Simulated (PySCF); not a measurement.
**C₂H₆Cd, SMILES `C[Cd]C`: what the electrons do**

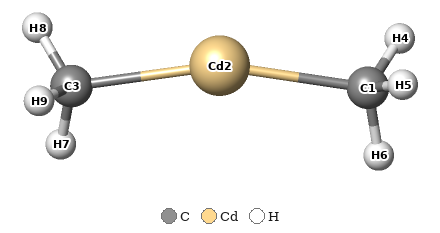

The molecule, with its atoms numbered as below. No frequency check shows the geometry to be a minimum.

Cartesian coordinates (Å):

```
C1      -2.1820   -0.2591   -0.0002
Cd2     -0.0000    0.1079   -0.0000
C3       2.1821   -0.2591    0.0002
H4      -2.6390    0.0127    0.9512
H5      -2.7031    0.2817   -0.7890
H6      -2.3435   -1.3283   -0.1595
H7       2.3413   -1.3345    0.1142
H8       2.6944    0.2462    0.8179
H9       2.6496    0.0541   -0.9330
```

Part 1: Bonding charge

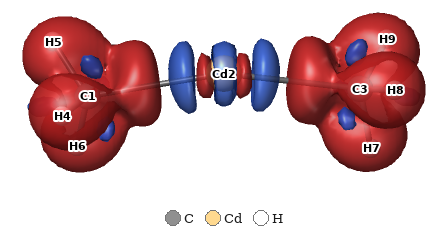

Deformation density (molecule less spherical, spin-averaged free atoms at the same positions), surfaces at ±0.05 e/Å³; red: gain, blue: loss.

Computed with PySCF, PBE0/def2-TZVP, geometry: GFN2-xTB. Core potentials replace the inner electrons of Cd; spin–orbit coupling isn't included.

> How much density has each bond gained at its critical point, relative to the free atoms?

C1–H5 and C3–H8: +0.68 e/Å³ at the bond critical point (bond length 1.09 Å, Mayer order 1.0). C3–H9 and C1–H4: +0.68 e/Å³ at the bond critical point (bond length 1.09 Å, Mayer order 1.0). C1–H6 and C3–H7: +0.67 e/Å³ at the bond critical point (bond length 1.09 Å, Mayer order 1.0). C1–Cd2 and Cd2–C3: +0.11 e/Å³ at the bond critical point (bond length 2.21 Å, Mayer order 0.8). In all, 1.8 electrons gather in the regions of gain relative to the promolecule. A small or negative value marks a very polar bond, one between electron-rich atoms, whose free-atom densities already overlap strongly, a long bond to a heavier atom, or a closed-shell contact such as a hydrogen bond.

Part 2: Bond critical points

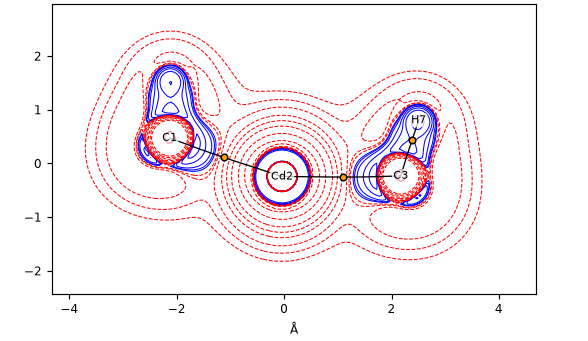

Negative Laplacian of the density (−∇²ρ) in the plane of C1, Cd2, C3 and H7 (solid blue lines positive, dashed red lines negative, contours at ±0.02 to ±8 a.u.), with bond paths and bond critical points (dots).

> Sort the bonds in the plane by the sign of ∇²ρ at their critical points.

Concentrated (∇²ρ < 0): C3–H7 (−0.89 a.u.). Depleted (∇²ρ > 0): C1–Cd2 and Cd2–C3 (+0.15 a.u., H = −0.025). A positive Laplacian with negative H is typical of metal–ligand bonds.

> Where along C3–H7 does the critical point lie?

0.70 Å from C3 and 0.40 Å from H7.

Part 3: Electrostatic potential

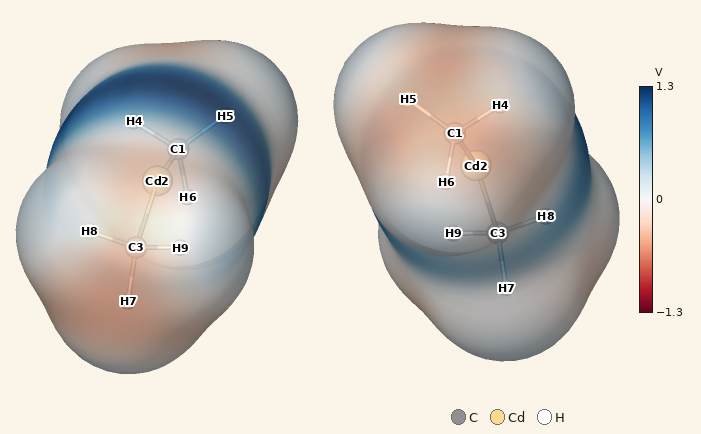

Electrostatic potential on the surface of electron density 0.001 a.u. (back view left, front view right).

> Where are the extremes of the potential on the surface?

Highest: 1.24 V, 2.1 Å from Cd2. Further maxima include 0.27 V, 1.4 Å from H7, and at like points elsewhere; 0.26 V, 1.4 Å from H4. Lowest: −0.54 V, near H9 (1.84 Å), H8 (1.94 Å), H7 (2.04 Å) and C3 (2.04 Å), and at like points elsewhere. The surface is sampled at points, so like sites can differ by a few per cent and only the strongest of them is named.

Part 4: In an electric field

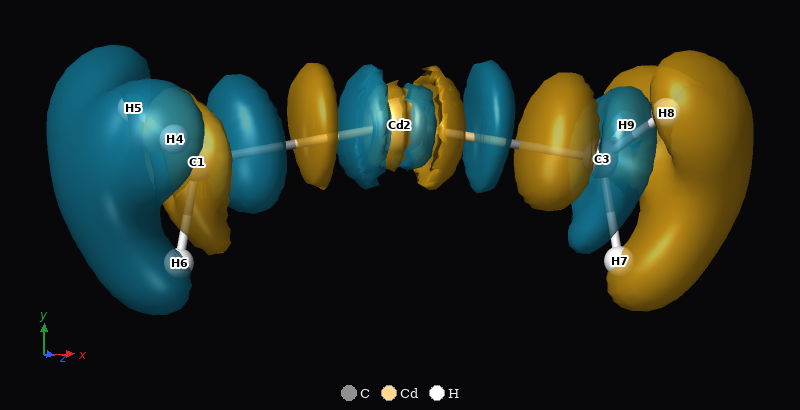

Change of the electron density in a uniform field of 0.21 V/Å, surfaces at ±0.002 e/Å³ (yellow: gain, teal: loss).

Method: PBE0/def2-TZVP; geometry: GFN2-xTB; program: PySCF. Core potentials replace the inner electrons of Cd; spin–orbit coupling isn't included. A basis without diffuse functions makes polarisabilities too small.

The field was applied in both directions; the picture shows the one opposite to the script's first.

> Along which Cartesian direction does the field point?

Along −x: electrons gather on the +x side, against the field.

> How large is the response?

The induced dipole is 0.91 D (along the field); α along this axis, from the fields in both directions, is 89 bohr³ (13.2 Å³).

Part 5: Removing or adding an electron

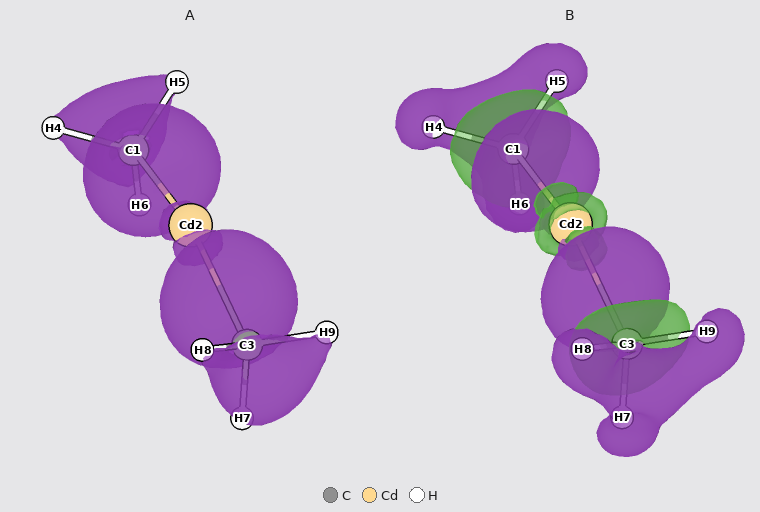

The Fukui function f⁻ from two separate SCF calculations and the density of the HOMO, at ±0.03 e/Å³ (purple positive, green negative).

PySCF calculation, PBE0/def2-TZVP, gas phase; geometry: GFN2-xTB. Core potentials replace the inner electrons of Cd; spin–orbit coupling isn't included.

> Which panel is which, and how good is the frozen-orbital picture?

B is f⁻ (it has negative regions), A the HOMO density. The HOMO lies on C1 and C3 (30 % each) and Cd2 (21 %); f⁻ (Hirshfeld-condensed) is largest on Cd2 (0.24) and C1 and C3 (0.17 each); the vertical ionisation energy is 8.62 eV (the stability of the cation's solution wasn't checked). Relaxation shifts 25 % of the electron between atoms. The orbital energy is −6.68 eV.

The PySCF runs shown took 14 s, 34 s and 38 s on 1 thread of Intel(R) Xeon(R) Platinum 8375C CPU @ 2.90GHz (Ice Lake) (shared host).
